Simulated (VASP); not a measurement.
Energy against volume of TiN (rock salt). These are MS2 meta-GGA, VASP's PBE PAW potentials (set 64) (plane waves; VASP 6.6.1) values and carry that method's errors.

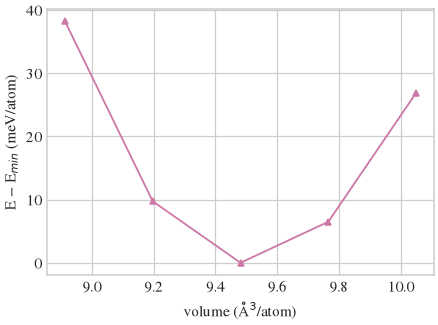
Figure: Energy against volume

Question: Estimate the equilibrium volume and the bulk modulus.

Answer: The minimum lies near 9.5 Å³/atom, and the curvature gives B0 of about 300 GPa.

Measured: bulk modulus 288 GPa (computed value off by +4.3 %), as given by V. Krasnenko et al., Solid State Sciences (2013), arXiv:1306.3139; a 4.239 Å (computed value off by -0.1 %), as given by Guo-Xu Zhang et al., New Journal of Physics (2018), doi:10.1088/1367-2630/aac7f0. The calculation is for a static lattice, while the measured bulk modulus, a hold thermal and zero-point effects, which are part of the difference.

The compound is TiN in the rock salt structure. It was relaxed first.
